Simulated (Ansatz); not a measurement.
## Electronic structure of CH$_{6}$O$_{2}$Si$_{2}$ in real space

The calculation's input:

```
crystal:
  periodic: [false, false, false]
  atoms:
    - { symbol: C, position_ang: [0.657, 1.0317, 0.1731] }
    - { symbol: O, position_ang: [-0.6801, 0.9831, 0.8385] }
    - { symbol: Si, position_ang: [-1.5033, -0.4844, 0.5772] }
    - { symbol: O, position_ang: [-0.3338, -1.3415, -0.417] }
    - { symbol: Si, position_ang: [1.0201, -0.5269, -0.8385] }
    - { symbol: H, position_ang: [1.378, 1.2737, 0.9175] }
    - { symbol: H, position_ang: [0.5992, 1.9372, -0.5138] }
    - { symbol: H, position_ang: [-1.5947, -1.1791, 1.8726] }
    - { symbol: H, position_ang: [-2.7474, -0.2396, -0.072] }
    - { symbol: H, position_ang: [1.0778, -0.2817, -2.2619] }
    - { symbol: H, position_ang: [2.1925, -1.2297, -0.2551] }
basis:
  gaussian: { orbitals: def2-SVP }
hamiltonian:
  xc: pbe0
relax:
  f_tol: 0.02
  max_steps: 50
output:
  orbitals: {}
```

Command:

```sh
ansatz run input.yaml --threads 2 --pin off --max-ram 3072MiB --backend cpu --events-out ev --progress --plain --runs-dir out
```

The fields are those of the relaxed geometry.

Method: Ansatz, RKS PBE0/def2-SVP.

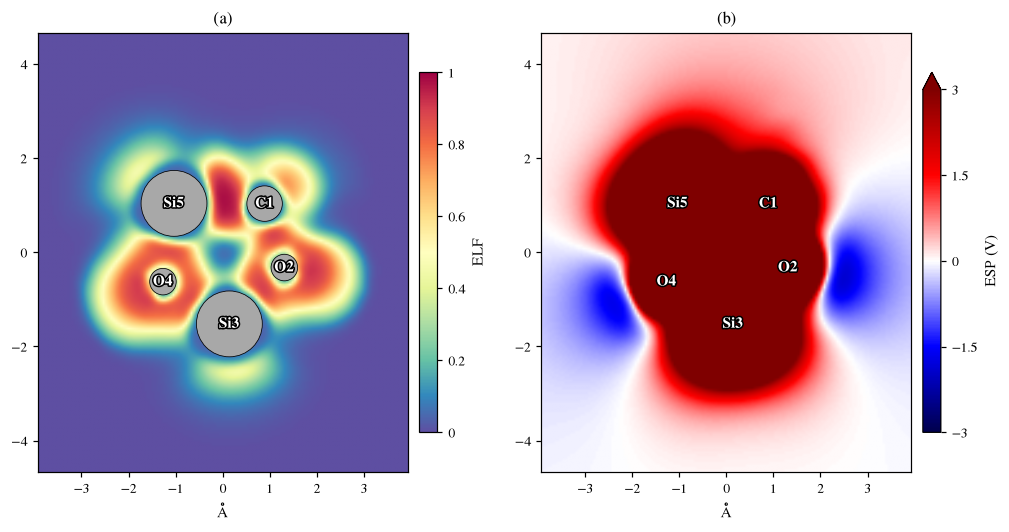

Figure 1. (a) electron localisation function; (b) molecular electrostatic potential on the plane of atoms Si3, O4 and Si5. Grey discs cover the atomic cores in the ELF map.

What does the map show?

Answer. Atoms in the plane: C, O and Si.
C–O (1.42 Å): the ELF peaks at about 0.90 between the atoms (a polar covalent bond).
Si–O (1.67 Å): the ELF peaks at about 0.90 between the atoms: a polar covalent bond.
C–Si (1.92 Å): the ELF peaks at about 1 between the atoms, as expected for a shared electron pair.
The ELF also peaks beside O4 and O2, away from the bonds: lone-pair regions.
Outside the dense part of the molecule the potential is most negative (−1.9 V) near O2.

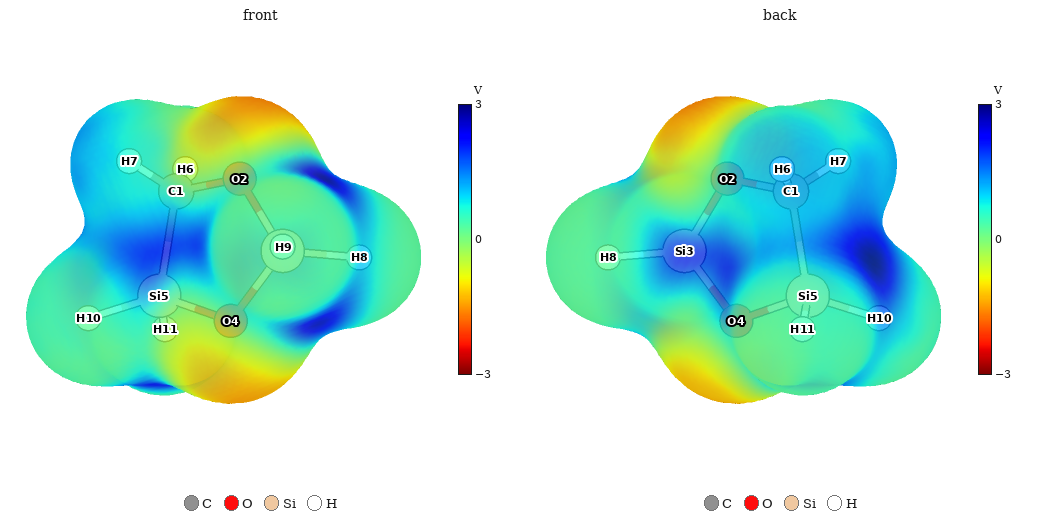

Figure 2. The molecular electrostatic potential painted on the density surface at 0.004 e/bohr³, seen from the front and from behind; the colour scale runs from red (negative) to blue (positive).

Describe the electrostatic potential map.

Answer. The most negative region (about −1.6 V, or −37 kcal/mol for a unit charge) lies over O2, the most positive (about +2.7 V, or +62 kcal/mol for a unit charge) over Si3 and Si5. O2 is the likeliest acceptor of a hydrogen bond.

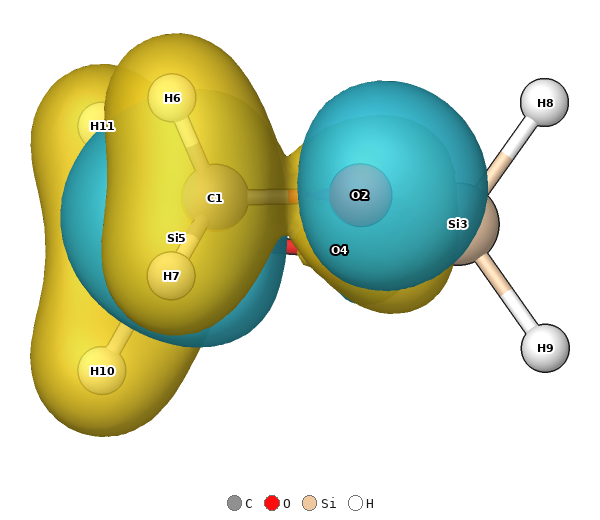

Figure 3. The HOMO−1 at ±0.08 Å⁻³ᐟ² (yellow and cyan are the two phases), seen from one side.

What is the character of this orbital?

Answer. By Hirshfeld shares it lies mainly on O2 (about 30 %), C1 (about 25 %) and Si5 (about 20 %). Its energy is −8.26 eV.
